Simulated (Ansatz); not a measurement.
# MgPbS3 (model cell, started as cubic perovskite with Pb in the octahedra): following an unstable mode, part 2 of 3

Wanted: the energy along a soft mode of MgPbS3 (model cell, started as cubic perovskite with Pb in the octahedra) and the structure at the end.

Ansatz 0.2.0; DFT PBEsol, scalar-relativistic, plane waves, PAW; PAW set soft_1.

So far, highest frequency on the path or at a solved wavevector (cm⁻¹): step 2 (response at finite wavevector) 374. Also lowest frequency on the path (cm⁻¹): step 2 -204.

The structure was built from a prototype and need not be the compound's stable phase.

## Step 5: Energy along the mode, all amplitudes (two of the runs are shown above)

An imaginary frequency means negative curvature, so the energy should fall and then rise again as anharmonic terms take over.

Numbers from this step:

```yaml
depth_at_the_lowest_point_sampled: 177.8 meV/atom
largest_atomic_shift_at_that_point: 0.6 Å
```

The energy from the parent by largest atomic shift:

```csv
largest atomic shift (Å),energy from the parent (meV/atom)
0.000,0
0.040,-1.62
0.080,-5.78
0.140,-15.5
0.220,-36.0
0.320,-71.5
0.450,-122
0.600,-178
```

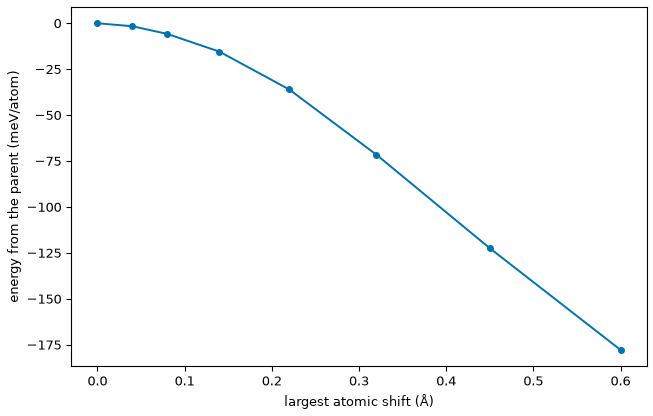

Energy from the parent against largest atomic shift.

Displacement at unit largest shift by atom:

```csv
atom,x (Å),y (Å),z (Å),size
Mg1,0.00,0.00,0.00,0.00
Mg2,0.00,0.00,0.00,0.00
Pb3,0.00,0.00,0.00,0.00
Pb4,0.00,0.00,0.00,0.00
S5,0.00,0.00,0.00,0.00
S6,0.00,0.00,0.00,0.00
S7,0.00,0.00,1.00,1.00
S8,0.00,0.00,-1.00,1.00
S9,0.00,0.00,-1.00,1.00
S10,0.00,0.00,1.00,1.00
```

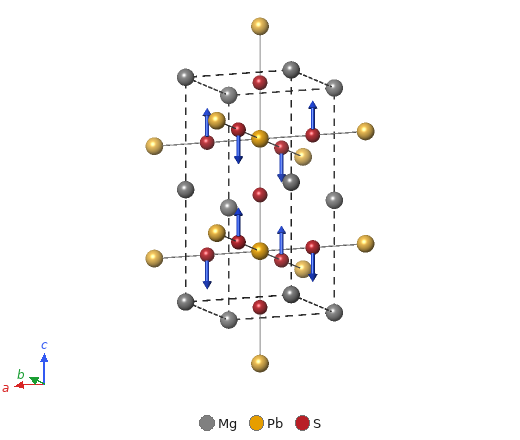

Displacement at unit largest shift as arrows, the longest 1 Å. Some periodic images of atoms are drawn too.

The lowest of the steps tried is the last one, at 0.6 Å, 178 meV/atom below the parent; the bottom of the well need not coincide with a step.

## Step 6: Relaxing from the distorted cell

Starting from the lowest point found, all atoms and the cell are let go, so that strain and other modes of the same symmetry can join in.

Input file input.yaml:

```yaml
crystal:
  lattice:
    - [5.0694638885, 0.0, 0.0]
    - [0.0, 5.0694638885, 0.0]
    - [0.0, 0.0, 10.1389277771]
  atoms:
    - { symbol: Mg, position: [0.0, 0.0, 0.5] }
    - { symbol: Mg, position: [0.0, 0.0, 0.0] }
    - { symbol: Pb, position: [0.5, 0.5, 0.25] }
    - { symbol: Pb, position: [0.5, 0.5, 0.75] }
    - { symbol: S, position: [0.5, 0.5, 0.0] }
    - { symbol: S, position: [0.5, 0.5, 0.5] }
    - { symbol: S, position: [0.5, 0.0, 0.3091778552] }
    - { symbol: S, position: [0.5, 0.0, 0.6908221448] }
    - { symbol: S, position: [0.0, 0.5, 0.1908221448] }
    - { symbol: S, position: [0.0, 0.5, 0.8091778552] }
kpoints:
  mp_grid: { grid: [8, 8, 4] }
hamiltonian:
  xc: pbesol
  pseudopotentials: { kind: paw, azcp: { folder: soft_1 }, xc_functional: pbe }
scf:
  occupations: { method: methfessel_paxton, width: 0.2 }
output:
  forces: true
  stress: true
  eigenvalues: true
relax:
  adjacent_minimum: "off"
  f_tol: 0.002
  max_steps: 120
  cell: { stress_tol: 0.03 }
```

Command:

```sh
ansatz run input.yaml --threads 8 --pin off --max-ram 16384MiB --backend cpu --events-out ev --progress --plain --runs-dir out
```

Numbers of over 12 decimals in the logs are rounded to 6 here.

What it wrote:

```text
[...]
Crystal: 10 atoms, lattice volume = 260.565 Å³
Basis set: ecut = 420 eV, 5077 PW (Γ), exchange–correlation on 72×72×144 points (8 copies of the dense FFT grid, shifted against one another)
Bands: 52, of which v1, the nominal top of the filled ones, is band 42 counted from 1 (41 counted from 0)
Symmetry: 16 space group operations
[...]
k-points: 45 of 256
[...]
SCF iter   1: F=—  HF=-32647.955840 eV  |F-HF|=—  |Δ(HF+E_count)|=         —  Δρ=3.41e-2  dr2=3.85e0  ethr=3.10e-3  ⟨swp⟩=9.6  Hψ=11797  notcnv=0
[...]
SCF iter  10: F=-32647.037298 eV  HF=-32647.037298 eV  |F-HF|=2.15e-8  |Δ(HF+E_count)|=   3.43e-8  S|Δr|=    0.00e0  Δρ=2.86e-6  dr2=5.90e-8  ethr=1.19e-10  ⟨swp⟩=16.0  Hψ=12801  notcnv=0
SCF 1 converged in 10 iterations: F = -32647.037298 eV  dr2 = 5.90e-8
[...]
relax step   1: F+E_penalty+E_count = -32647.03729766 eV  Δ(F+E_penalty+E_count) = +0.000e0 eV  max|allowed force component| = 8.429e-1 eV/Å  Δτ_max = 0.0000 Å  P = -1.037 GPa  Ω = 260.565 Å³  (10 SCF iters, dr2 threshold 1.00e-7 eV, accepted)
Crystal: 10 atoms, lattice volume = 255.164 Å³
Basis set: ecut = 420 eV, 4999 PW (Γ), exchange–correlation on 72×72×144 points (8 copies of the dense FFT grid, shifted against one another)
[...]
SCF iter   7: F=-32647.896518 eV  HF=-32647.896518 eV  |F-HF|=9.01e-8  |Δ(HF+E_count)|=   1.40e-6  S|Δr|=    0.00e0  Δρ=1.01e-5  dr2=6.61e-7  ethr=1.19e-9  ⟨swp⟩=10.4  Hψ=11211  notcnv=0
the search or the solves at the SCF's close seem to have found levels that the self-consistency loop had missed (the run counts 4). By its estimate they hold under 1e-12 electrons; where the run keeps them, the occupations were computed again with them
SCF 2 converged in 7 iterations: F = -32647.896518 eV  dr2 = 6.61e-7
relax step   2: F+E_penalty+E_count = -32647.89651788 eV  Δ(F+E_penalty+E_count) = -8.592e-1 eV  max|allowed force component| = 5.996e-1 eV/Å  Δτ_max = 0.1945 Å  P = -0.630 GPa  Ω = 255.164 Å³  energy of the carried Pulay correction = +6.116e-4 eV  (7 SCF iters, dr2 threshold 1.00e-6 eV, accepted)
Crystal: 10 atoms, lattice volume = 248.780 Å³
Basis set: ecut = 420 eV, 4793 PW (Γ), exchange–correlation on 72×72×144 points (8 copies of the dense FFT grid, shifted against one another)
[...]
SCF iter   6: F=-32648.754508 eV  HF=-32648.754508 eV  |F-HF|=4.24e-8  |Δ(HF+E_count)|=   6.21e-7  S|Δr|=    0.00e0  Δρ=5.35e-6  dr2=8.43e-8  ethr=1.19e-9  ⟨swp⟩=9.6  Hψ=11465  notcnv=0
[...]
SCF 3 converged in 6 iterations: F = -32648.754508 eV  dr2 = 8.43e-8
[...]
relax step   3: F+E_penalty+E_count = -32648.75450770 eV  Δ(F+E_penalty+E_count) = -8.580e-1 eV  max|allowed force component| = 2.265e-1 eV/Å  Δτ_max = 0.1946 Å  P = -0.051 GPa  Ω = 248.780 Å³  energy of the carried Pulay correction = +1.351e-3 eV  (6 SCF iters, dr2 threshold 1.00e-6 eV, accepted)
[... from here on, the SCF cycles and remarks between the steps are left out ...]
relax step   4: F+E_penalty+E_count = -32649.22092076 eV  Δ(F+E_penalty+E_count) = -4.664e-1 eV  max|allowed force component| = 2.504e-1 eV/Å  Δτ_max = 0.0757 Å  P = +0.345 GPa  Ω = 245.365 Å³  energy of the carried Pulay correction = +1.755e-3 eV  (6 SCF iters, dr2 threshold 1.00e-6 eV, accepted)
relax step   5: F+E_penalty+E_count = -32649.65365417 eV  Δ(F+E_penalty+E_count) = -4.327e-1 eV  max|allowed force component| = 1.225e-2 eV/Å  Δτ_max = 0.1024 Å  P = -0.098 GPa  Ω = 245.991 Å³  energy of the carried Pulay correction = +1.680e-3 eV  (6 SCF iters, dr2 threshold 1.00e-6 eV, accepted)
relax step   6: F+E_penalty+E_count = -32650.07794433 eV  Δ(F+E_penalty+E_count) = -4.243e-1 eV  max|allowed force component| = 1.490e-1 eV/Å  Δτ_max = 0.0219 Å  P = +1.417 GPa  Ω = 237.369 Å³  energy of the carried Pulay correction = +2.721e-3 eV  (6 SCF iters, dr2 threshold 1.00e-6 eV, accepted)
relax step   7: F+E_penalty+E_count = -32650.30410975 eV  Δ(F+E_penalty+E_count) = -2.262e-1 eV  max|allowed force component| = 1.040e-1 eV/Å  Δτ_max = 0.0430 Å  P = -0.496 GPa  Ω = 243.121 Å³  energy of the carried Pulay correction = +2.023e-3 eV  (6 SCF iters, dr2 threshold 1.00e-6 eV, accepted)
relax step   8: F+E_penalty+E_count = -32650.50826205 eV  Δ(F+E_penalty+E_count) = -2.042e-1 eV  max|allowed force component| = 9.456e-2 eV/Å  Δτ_max = 0.0010 Å  P = -0.120 GPa  Ω = 236.643 Å³  energy of the carried Pulay correction = +2.810e-3 eV  (6 SCF iters, dr2 threshold 1.00e-6 eV, accepted)
relax step   9: F+E_penalty+E_count = -32650.59390027 eV  Δ(F+E_penalty+E_count) = -8.564e-2 eV  max|allowed force component| = 5.306e-2 eV/Å  Δτ_max = 0.0334 Å  P = -0.706 GPa  Ω = 232.808 Å³  energy of the carried Pulay correction = +3.286e-3 eV  (6 SCF iters, dr2 threshold 1.00e-6 eV, accepted)
relax step  10: F+E_penalty+E_count = -32650.37765484 eV  Δ(F+E_penalty+E_count) = +2.162e-1 eV  max|allowed force component| = 5.709e-1 eV/Å  Δτ_max = 0.0558 Å  P = +2.142 GPa  Ω = 215.455 Å³  energy of the carried Pulay correction = +5.536e-3 eV  (6 SCF iters, dr2 threshold 1.00e-6 eV, rejected (line search))
relax step  11: F+E_penalty+E_count = -32650.60824730 eV  Δ(F+E_penalty+E_count) = -1.435e-2 eV  max|allowed force component| = 2.623e-2 eV/Å  Δτ_max = 0.0002 Å  P = +0.045 GPa  Ω = 228.668 Å³  energy of the carried Pulay correction = +3.808e-3 eV  (9 SCF iters, accepted)
relax step  12: F+E_penalty+E_count = -32650.60958093 eV  Δ(F+E_penalty+E_count) = -1.334e-3 eV  max|allowed force component| = 7.827e-3 eV/Å  Δτ_max = 0.0013 Å  P = -0.037 GPa  Ω = 227.800 Å³  energy of the carried Pulay correction = +3.919e-3 eV  (5 SCF iters, dr2 threshold 1.96e-7 eV, accepted)
relax step  13: F+E_penalty+E_count = -32650.60968084 eV  Δ(F+E_penalty+E_count) = -9.991e-5 eV  max|allowed force component| = 1.121e-4 eV/Å  Δτ_max = 0.0004 Å  P = -0.001 GPa  Ω = 227.905 Å³  energy of the carried Pulay correction = +3.905e-3 eV  (4 SCF iters, dr2 threshold 3.43e-8 eV, accepted)
relax step  14: F+E_penalty+E_count = -32651.10678441 eV  Δ(F+E_penalty+E_count) = -4.971e-1 eV  max|allowed force component| = 3.557e-3 eV/Å  Δτ_max = 0.0000 Å  P = +2.165 GPa  Ω = 227.905 Å³  stress off target by 6.22e0 GPa  SCF on the basis re-selected at this cell (its energy is not comparable with the rows above)  (8 SCF iters)
relax step  15: F+E_penalty+E_count = -32651.40089591 eV  Δ(F+E_penalty+E_count) = -2.941e-1 eV  max|allowed force component| = 3.959e-2 eV/Å  Δτ_max = 0.0145 Å  P = +1.716 GPa  Ω = 226.997 Å³  energy of the carried Pulay correction = +1.214e-4 eV  (6 SCF iters, dr2 threshold 1.00e-6 eV, accepted)
relax step  16: F+E_penalty+E_count = -32651.66135752 eV  Δ(F+E_penalty+E_count) = -2.605e-1 eV  max|allowed force component| = 7.018e-2 eV/Å  Δτ_max = 0.0185 Å  P = +1.180 GPa  Ω = 226.606 Å³  energy of the carried Pulay correction = +1.695e-4 eV  (6 SCF iters, dr2 threshold 1.00e-6 eV, accepted)
relax step  17: F+E_penalty+E_count = -32651.84922457 eV  Δ(F+E_penalty+E_count) = -1.879e-1 eV  max|allowed force component| = 4.965e-2 eV/Å  Δτ_max = 0.0248 Å  P = +1.009 GPa  Ω = 225.481 Å³  energy of the carried Pulay correction = +3.226e-4 eV  (6 SCF iters, dr2 threshold 1.00e-6 eV, accepted)
relax step  18: F+E_penalty+E_count = -32651.93641329 eV  Δ(F+E_penalty+E_count) = -8.719e-2 eV  max|allowed force component| = 2.123e-2 eV/Å  Δτ_max = 0.0317 Å  P = -0.356 GPa  Ω = 230.142 Å³  energy of the carried Pulay correction = -3.462e-4 eV  (6 SCF iters, dr2 threshold 1.00e-6 eV, accepted)
relax step  19: F+E_penalty+E_count = -32651.81916612 eV  Δ(F+E_penalty+E_count) = +1.172e-1 eV  max|allowed force component| = 1.868e-1 eV/Å  Δτ_max = 0.0013 Å  P = +2.132 GPa  Ω = 218.790 Å³  energy of the carried Pulay correction = +1.280e-3 eV  (6 SCF iters, dr2 threshold 1.00e-6 eV, rejected (line search))
relax step  20: F+E_penalty+E_count = -32651.95369971 eV  Δ(F+E_penalty+E_count) = -1.729e-2 eV  max|allowed force component| = 3.721e-2 eV/Å  Δτ_max = 0.0180 Å  P = +0.155 GPa  Ω = 228.263 Å³  energy of the carried Pulay correction = -8.473e-5 eV  (10 SCF iters, accepted)
relax step  21: F+E_penalty+E_count = -32651.95441100 eV  Δ(F+E_penalty+E_count) = -7.113e-4 eV  max|allowed force component| = 7.056e-3 eV/Å  Δτ_max = 0.0029 Å  P = -0.020 GPa  Ω = 228.587 Å³  energy of the carried Pulay correction = -1.311e-4 eV  (5 SCF iters, dr2 threshold 2.95e-7 eV, accepted)
relax step  22: F+E_penalty+E_count = -32651.95443299 eV  Δ(F+E_penalty+E_count) = -2.199e-5 eV  max|allowed force component| = 1.197e-5 eV/Å  Δτ_max = 0.0008 Å  P = -0.000 GPa  Ω = 228.569 Å³  energy of the carried Pulay correction = -1.286e-4 eV  (6 SCF iters, dr2 threshold 4.04e-9 eV, accepted)
relax step  23: F+E_penalty+E_count = -32651.96643241 eV  Δ(F+E_penalty+E_count) = -1.200e-2 eV  max|allowed force component| = 6.709e-5 eV/Å  Δτ_max = 0.0000 Å  P = +0.086 GPa  Ω = 228.569 Å³  stress off target by 2.51e-1 GPa  SCF on the basis re-selected at this cell (its energy is not comparable with the rows above)  (8 SCF iters)
relax step  24: F+E_penalty+E_count = -32651.96717351 eV  Δ(F+E_penalty+E_count) = -7.411e-4 eV  max|allowed force component| = 2.806e-5 eV/Å  Δτ_max = 0.0039 Å  P = -0.004 GPa  Ω = 228.995 Å³  energy of the carried Pulay correction = -5.162e-5 eV  (6 SCF iters, dr2 threshold 1.58e-7 eV, accepted)
relax step  25: F+E_penalty+E_count = -32651.96720354 eV  Δ(F+E_penalty+E_count) = -3.003e-5 eV  max|allowed force component| = 5.180e-5 eV/Å  Δτ_max = 0.0007 Å  P = +0.002 GPa  Ω = 228.979 Å³  energy of the carried Pulay correction = -4.868e-5 eV  (7 SCF iters, accepted)
[...]
SCF iter   6: F=-32651.967250 eV  HF=-32651.967250 eV  |F-HF|=7.28e-12  |Δ(HF+E_count)|=  2.55e-11  S|Δr|=    0.00e0  Δρ=5.28e-8  dr2=8.62e-12  ethr=1.00e-12  ⟨swp⟩=8.5  Hψ=10904  notcnv=0
SCF 26 converged in 6 iterations: F = -32651.967250 eV  dr2 = 8.62e-12
relax step  26: F+E_penalty+E_count = -32651.96725000 eV  Δ(F+E_penalty+E_count) = -4.646e-5 eV  max|allowed force component| = 6.317e-5 eV/Å  Δτ_max = 0.0000 Å  P = +0.002 GPa  Ω = 228.979 Å³  stress off target by 1.85e-3 GPa  SCF on the basis re-selected at this cell (its energy is not comparable with the rows above)  (6 SCF iters)
[...]
SCF converged after 6 iterations
[...]
Free energy (F): -32651.967250 eV
[...]
Internal energy: -32651.973826 eV  (E = F + TS)
E sigma→0 (E₀):  -32651.968894 eV
Entropy (-TS):   0.006576 eV (0.658 meV/atom)
Fermi energy:    6.767634 eV
[...]
--- Forces (eV/Å), atoms counted from 1 ---
  atom   1  Mg     0.00000000     0.00000000     0.00000000
  atom   2  Mg     0.00000000     0.00000000     0.00000000
  atom   3  Pb     0.00000000    -0.00000000    -0.00000000
  atom   4  Pb    -0.00000000     0.00000000    -0.00000000
  atom   5  S      0.00000000    -0.00000000     0.00000000
  atom   6  S     -0.00000000    -0.00000000    -0.00000000
  atom   7  S     -0.00000000     0.00000000    -0.00006317
  atom   8  S      0.00000000    -0.00000000     0.00006317
  atom   9  S     -0.00000000     0.00000000     0.00006317
  atom  10  S      0.00000000    -0.00000000    -0.00006317
  max |Σ_I F_I| component: 8.33e-17 eV/Å
--- Stress (GPa, compression-positive) ---
        0.001619      -0.000000       0.000000
       -0.000000       0.001619       0.000000
        0.000000       0.000000       0.001854
  P = ⅓ Tr σ = 0.0017 GPa (0.017 kbar)
--- Band table (eV; the first three rows and the last of 45) ---
  k-point 0: bands = [... 38 lower, 5.5179, 6.2647, 6.2647, 6.3665, 6.5680, 8.3227, 8.7695, 9.0585, ... 6 higher]
  k-point 1: bands = [... 38 lower, 5.7784, 5.8583, 6.2096, 6.2096, 7.0637, 8.0761, 8.9069, 9.0575, ... 6 higher]
  k-point 2: bands = [... 38 lower, 5.9535, 5.9535, 6.1066, 6.1066, 7.6096, 7.6096, 9.0316, 9.0316, ... 6 higher]
  k-point 44: bands = [... 38 lower, 4.9743, 4.9743, 5.1191, 5.1191, 8.0432, 8.0432, 8.4891, 8.4891, ... 6 higher]
--- Relaxed structure (23 steps of the walk, 21 accepted, 3 SCFs on fresh bases) ---
  F+E_penalty+E_count = -32651.96725000 eV   max|allowed force component| = 6.317e-5 eV/Å   (the final SCF, on the basis selected at the relaxed cell)
  cell:  # Å, volume = 228.9795 Å³
    - [3.753657, 0, 0]
    - [0, 3.753657, 0]
    - [0, 0, 16.251271]
  atoms:
    - { symbol: Mg, position: [0, 0, 0.5] }
    - { symbol: Mg, position: [0, 0, -2.716138805459429e-19] }
    - { symbol: Pb, position: [0.5, 0.5, 0.25] }
    - { symbol: Pb, position: [0.5, 0.5, 0.750000] }
    - { symbol: S, position: [0.5, 0.5, -2.7161388054594304e-19] }
    - { symbol: S, position: [0.5, 0.5, 0.5] }
    - { symbol: S, position: [0.5, 0, 0.357542] }
    - { symbol: S, position: [0.5, 0, 0.642458] }
    - { symbol: S, position: [0, 0.5, 0.142458] }
    - { symbol: S, position: [0, 0.5, 0.857542] }
```

Run time: 2 min. Hardware: 8 threads of Arm Neoverse V1, shared host; peak memory 1.1 GiB.

Step by step (22 of 26):

```csv
step,energy less that of the first step (eV),largest force component (eV/Å),pressure (GPa),volume (Å³)
1,0.0000,0.8429,-1.04,260.57
2,-0.8592,0.5996,-0.63,255.16
3,-1.7172,0.2265,-0.05,248.78
5,-2.6164,0.0123,-0.10,245.99
6,-3.0406,0.1490,1.42,237.37
7,-3.2668,0.1040,-0.50,243.12
8,-3.4710,0.0946,-0.12,236.64
9,-3.5566,0.0531,-0.71,232.81
11,-3.5709,0.0262,0.04,228.67
12,-3.5723,0.0078,-0.04,227.80
13,-3.5724,0.0001,0.00,227.91
14*,-4.0695,0.0036,2.17,227.91
15,-4.3636,0.0396,1.72,227.00
16,-4.6241,0.0702,1.18,226.61
18,-4.8991,0.0212,-0.36,230.14
19,-4.7819,0.1868,2.13,218.79
20,-4.9164,0.0372,0.15,228.26
21,-4.9171,0.0071,-0.02,228.59
22,-4.9171,0.0000,0.00,228.57
24,-4.9299,0.0000,0.00,228.99
25,-4.9299,0.0001,0.00,228.98
26*,-4.9300,0.0001,0.00,228.98
```

Relaxation steps marked * repeat the geometry before them on a plane-wave basis chosen anew for their cell, so energy and pressure can jump there. Other such steps can lie between the rows shown. Relaxation steps 10, 19 were tried and not accepted.

The run keeps the 16 symmetry operations that it works with, so distortions that break them were not tested.

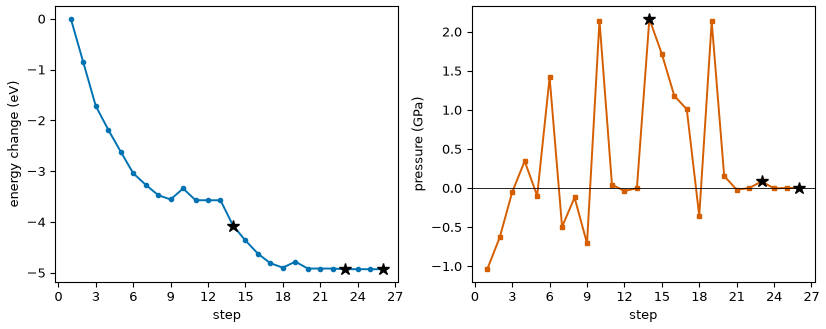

Energy and pressure along the relaxation. Stars mark steps on a basis chosen anew.

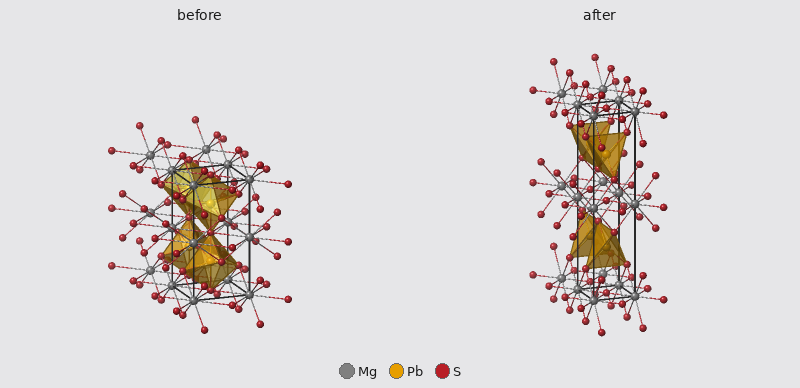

Before and after, at one scale.

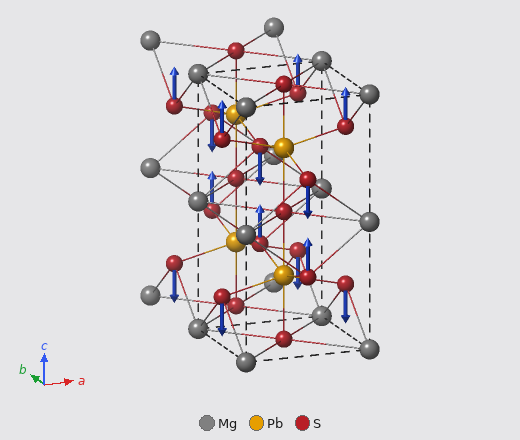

Displacements in the relaxation, exaggerated, measured against the changing cell; the longest in the cell stands for 0.79 Å. 1×2×1 cells are drawn. Some periodic images of atoms are drawn too.

```csv
cell as run,before,after,change
a (Å),5.069,3.754,-26.0 %
b (Å),5.069,3.754,-26.0 %
c (Å),10.139,16.251,+60.3 %
volume (Å³/atom),26.06,22.90,-12.1 %
```

The atoms that moved most (Å, as changes of fractional coordinates times the final cell):

```csv
atom,dx,dy,dz,length
S10,0.000,0.000,0.786,0.786
S7,0.000,0.000,0.786,0.786
S8,0.000,0.000,-0.786,0.786
S9,0.000,0.000,-0.786,0.786
```

The relaxed structure:

```cif
data_structure
_symmetry_space_group_name_H-M 'P 1'
_symmetry_Int_Tables_number 1
_cell_length_a 3.7537
_cell_length_b 3.7537
_cell_length_c 16.2513
_cell_angle_alpha 90.000
_cell_angle_beta 90.000
_cell_angle_gamma 90.000
_cell_volume 228.98
loop_
_atom_site_label
_atom_site_type_symbol
_atom_site_fract_x
_atom_site_fract_y
_atom_site_fract_z
_atom_site_occupancy
Mg1 Mg 0.00000 0.00000 0.50000 1
Mg2 Mg 0.00000 0.00000 0.00000 1
Pb3 Pb 0.50000 0.50000 0.25000 1
Pb4 Pb 0.50000 0.50000 0.75000 1
S5 S 0.50000 0.50000 0.00000 1
S6 S 0.50000 0.50000 0.50000 1
S7 S 0.50000 0.00000 0.35754 1
S8 S 0.50000 0.00000 0.64246 1
S9 S 0.00000 0.50000 0.14246 1
S10 S 0.00000 0.50000 0.85754 1
```

Numbers from this step:

```
pressure        : 0.001697 GPa
volume per atom : 22.90 Å³
```

The distorted start has space group P4_2/mmc; the relaxation ends in P4_2/mmc.

(Part 2 of 3 ends here.)

[Logs are printed without paths, hosts, clocks, repeated set-up lines and the standing remarks that a program may print on its own settings, such as how far it seeks lower states.]

[Hosts, paths, dates, database ids (printed as entryN), source tags and the programs' standing remarks are cut or masked in the printed files.]
